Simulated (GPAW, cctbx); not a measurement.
## How far are the atoms of Tl3SnN2 from free atoms?

Question: by how much does bonding change the X-ray structure factors of Tl3SnN2, how firmly does DFT give the change, and what does a routine refinement make of it?

The cell comes from substitution in a known structure type and wasn't matched to any measured phase. All numbers below are calculated.

## Step 1: Find the equilibrium geometry

The density hangs on the geometry, so cell and atoms are relaxed first, with the symmetry held. The cutoff is set higher than for the density because stress converges slowly with plane waves.

Settings: GPAW 26.7.0, PBE, 900 eV, 4×3×3 k-points (along the axes of the calculation cell), Fermi–Dirac width 0.05 eV, BFGS to 0.03 eV/Å.

```text
cell
1.0
     0.000000000    0.000000000    3.588000000
     6.422000000    0.000000000    0.000000000
    -3.211000000    5.561615143    0.000000000
Tl Sn N
3 1 2
Direct
0.500000000 0.000000000 0.500000000
0.500000000 0.500000000 0.500000000
0.500000000 0.500000000 0.000000000
0.000000000 0.000000000 0.000000000
0.000000000 0.666666667 0.333333333
0.000000000 0.333333333 0.666666667
```

```console
$ OMP_NUM_THREADS=1 mpirun -n 4 gpaw python run.py > gpaw.log
```

```text
BFGS:    0      -21.487603        0.297091
BFGS:    1      -21.489388        0.297921
BFGS:    2      -21.562909        0.495516
BFGS:    3      -21.679081        0.687991
...
BFGS:    8      -21.902979        0.063507
BFGS:    9      -21.903177        0.060946
BFGS:   10      -21.904769        0.015492
cell  3.1761 6.8119 6.8119  120.00 90.00 90.00
volume 127.636 A^3, largest force 0.000 eV/A, largest stress 0.12 GPa
```

The cell moved far, while the k-mesh and basis were chosen for the start, so the final shape may be somewhat biased.

After 10 steps the volume has changed by -0.4 % and the energy by -0.417 eV; the largest stress left is 0.12 GPa. It took 4.5 min on 4 cores of Intel(R) Xeon(R) Platinum 8375C CPU @ 2.90GHz (Ice Lake) (shared host), peak memory 1.3 GiB.

Relaxed structure: P6/mmm (no. 191), a = 6.8119 Å, b = 6.8119 Å, c = 3.1761 Å, α = 90.00°, β = 90.00°, γ = 120.00°.

```
atom  mult.    x    y    z
 Tl1      3    0  1/2  1/2
 Sn1      1    0    0    0
  N1      2  2/3  1/3    0
```

## Step 2: Density and charge transfer

X-rays see the whole electron density, so the PAW density is rebuilt with its core regions. Subtracting spherical free atoms from the same code cancels the cores and leaves the deformation density Δρ, the part due to bonding.

Settings: PBE, 550 eV, 6×3×3 k-points (along the axes of the calculation cell), Fermi–Dirac width 0.05 eV; primitive cell of 6 atoms.

```console
$ OMP_NUM_THREADS=1 mpirun -n 4 gpaw python run.py > gpaw.log
```

```text
|iter:   1|       0s |  -25.077604 | -0.17 |       |
|iter:   2|       2s |  -23.229366 | -1.49 | -1.07 |
|iter:   3|       3s |  -21.488040 | -1.40 | -1.19 |
...
|iter:   8|       8s |  -21.335482c| -5.53 | -3.43 |
|iter:   9|       8s |  -21.335489c| -6.41 | -4.20c|
|iter:  10|      10s |  -21.335489c| -7.51c| -4.72c|
```

```text
grid (36, 80, 80)  electrons 307.000  moved by bonding 1.057 e
deformation density beyond 0.5 A of the nuclei: max 0.137, min -0.061 e/A^3
atom        x       y       z   Voronoi charge  moment
Tl1    0.5000  0.0000  0.5000      0.264       0.00
Tl2    0.5000  0.5000  0.5000      0.264       0.00
Tl3    0.5000  0.5000  0.0000      0.264       0.00
Sn4    0.0000  0.0000  0.0000      0.015       0.00
N 5    0.0000  0.6667  0.3333     -0.404       0.00
N 6    0.0000  0.3333  0.6667     -0.404       0.00
mean inner potential of superposed free atoms 19.943 V
total magnetic moment 0.000 muB
```

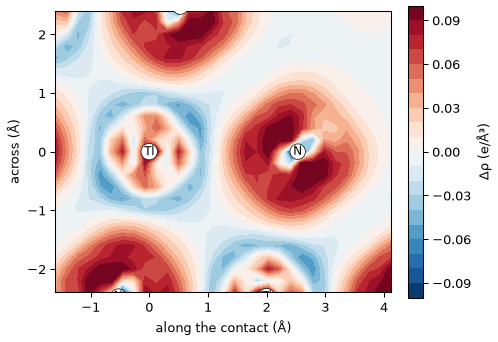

Deformation density in a plane through the shortest contact of the Tl atom at the origin; red gains electrons, blue loses them.

N gains most (-0.40 e) and Tl loses most (+0.26 e), as electronegativity suggests. Such charges fall far short of formal ones, since overlapping free atoms already put density on their neighbours. Along the shortest contact from the Tl atom at the map's origin, Tl–N at 2.53 Å, Δρ is +0.02 e/Å³ at the midpoint; the highest value on the line, +0.10, lies at the edge of the range, 0.5 Å from N, and is an atomic rather than a bond feature: little sits at the middle, as in a polar contact, whose build-up shifts to the more electronegative atom. At the midpoints of other shortest contacts it is -0.01 (Tl–Tl, 3.18 Å) and +0.03 (Sn–Sn, 3.18 Å) e/Å³. Point values carry grid noise of about 0.01 e/Å³. The run needed 10 iterations, 21 s.

## Step 3: Structure factors

The Fourier components of Δρ, added to those of the free atoms, give the static X-ray structure factors; the Mott–Bethe relation turns them into the Fourier components V of the potential that fast electrons feel.

```text
static structure factors of the conventional cell: F in electrons, V (Mott-Bethe) in volts
   h  k  l      d  |F| table  |F| free   |F| DFT   change   |V| free  |V| DFT  change %
   1  0  0  5.8993    36.984    36.907    37.081    0.174     1.367    1.149    -15.9
   1  1  0  3.4059    18.784    18.812    18.164   -0.648     0.755    0.485    -35.7
   0  0  1  3.1761   163.552   163.538   163.004   -0.535     5.601    5.795      3.5
   2  0  0  2.9496   251.039   251.011   250.662   -0.349    10.932   11.041      1.0
   1  0  1  2.7966   107.225   107.232   106.870   -0.363     4.709    4.811      2.2
   1  1  1  2.3229   115.653   115.588   115.774    0.187     5.699    5.663     -0.6
   2  1  0  2.2297    32.148    32.114    32.255    0.142     1.051    1.026     -2.4
   2  0  1  2.1613   164.462   164.366   164.481    0.115     5.978    5.959     -0.3
   3  0  0  1.9664    19.716    19.707    19.667   -0.040     0.376    0.370     -1.5
   2  1  1  1.8249    95.577    95.525    95.534    0.009     3.406    3.404     -0.0
   2  2  0  1.7030   226.033   225.909   226.035    0.126     8.446    8.432     -0.2
   3  0  1  1.6719   102.336   102.281   102.299    0.018     4.288    4.287     -0.0
   3  1  0  1.6362    29.208    29.198    29.147   -0.052     0.846    0.851      0.6
   0  0  2  1.5880   219.789   219.667   219.601   -0.066     7.909    7.915      0.1
```

The largest X-ray change is -0.65 e on 110, 3.4 % of |F|. For electrons V goes as (Z − F)/g², so a change of F counts against Z − F, which is small at low angle and wherever the atoms' terms cancel: |V| of 110 moves by -35.7 % (0.76 to 0.48 V) against -3.4 % in |F|. The last three rows change by 0.07 e or less, against 0.65 e at the top: the effect is concentrated at low angle. The tabulated Hartree–Fock atoms differ from the free DFT atoms by up to 0.12 e, so the choice of reference atom matters too.

## Step 4: The functional ladder

The same geometry is run with other functionals, to see whether the bonding signal is larger than the spread between approximations. Free atoms are LDA for LDA and PBE otherwise; meta-GGAs and hybrids keep PBE cores. Any other changed setting is in the row's label.

| run | ΔF 110 (e) | ΔF 001 (e) | ΔF 101 (e) | q(N) (e) | moved (e) | time |
| --- | --- | --- | --- | --- | --- | --- |
| PBE | -0.648 | -0.535 | -0.363 | -0.404 | 1.057 | 21 s |
| LDA | -0.612 | -0.513 | -0.346 | -0.385 | 0.994 | 25 s |
| r2SCAN | -0.696 | -0.545 | -0.367 | -0.430 | 1.212 | 50 s |

At the base's settings ΔF(110) spans -0.696 to -0.612 e, a spread of 13 % of the PBE value; over the three listed reflections the spread is at most 13 %, so sign and size hold across the functionals. Times are from shared hosts.

## Step 5: What a spherical-atom refinement makes of it

Routine crystallography fits spherical atoms. To see the bias, intensities are simulated from tabulated atoms plus the DFT change ΔF, so that bonding alone can misfit (4314 reflections of the full sphere, merged to the counts below, to 0.5 Å, 1.5 % proportional noise plus counting noise, assumed isotropic U as listed, Δρ smeared by the mean U) and refined with cctbx over different ranges.

```
                    range  data      R1  GooF  U Tl1 (true 0.0036)  U Sn1 (true 0.0044)  U N1 (true 0.0081)  largest shift (Å)  Δρ max, min (e/Å³)
                 all data   255  0.0028  0.96               0.0036               0.0044              0.0082             0.0000         0.59, -0.41
 low resolution, d > 0.84    64  0.0025  0.90               0.0036               0.0043              0.0078             0.0000         0.17, -0.16
     high order, d < 0.75   169  0.0028  0.93               0.0036               0.0044              0.0083             0.0000         0.34, -0.34
occupancies free, d > 0.7   105  0.0027  0.95               0.0036               0.0044              0.0089             0.0000         0.23, -0.24
```

With all data GooF is 0.96, so at this noise the bonding hardly shows; the top residual peak lies 0.49 Å from N and 2.25 Å from Tl. No U is off by more than 3 s.u. at low resolution. Symmetry fixes every coordinate, so the shifts are zero by construction. With Tl1 held at 1 and the scale free, the other occupancies refine to Sn1 1.001(0.001) and N1 1.028(0.011), within three s.u. of full.

## Step 6: Answer

Bonding moves 1.06 e in the primitive cell of Tl3SnN2 and changes the structure factors of the conventional cell in the table above by at most 0.65 e (110, 3.4 %). The shortest bond, Tl–N, has Δρ = +0.02 e/Å³ at its midpoint, low for a shared bond; with the charge transfer this is a polar contact. At the base's settings ΔF(110) spans -0.696 to -0.612 e, a spread of 13 % of the PBE value; over the three listed reflections the spread is at most 13 %, so sign and size hold across the functionals. With all data GooF is 0.96, so at this noise the bonding hardly shows. Limits: static density, frozen cores, no spin–orbit coupling.

[Outputs are excerpts: Python notices, other lines and further rows are left out; steps that failed or that the build refused (PBEsol, TPSS) are not shown.]

[Logs are printed without paths, hosts, clocks, repeated set-up lines and the standing remarks that a program may print on its own settings, such as how far it seeks lower states.]
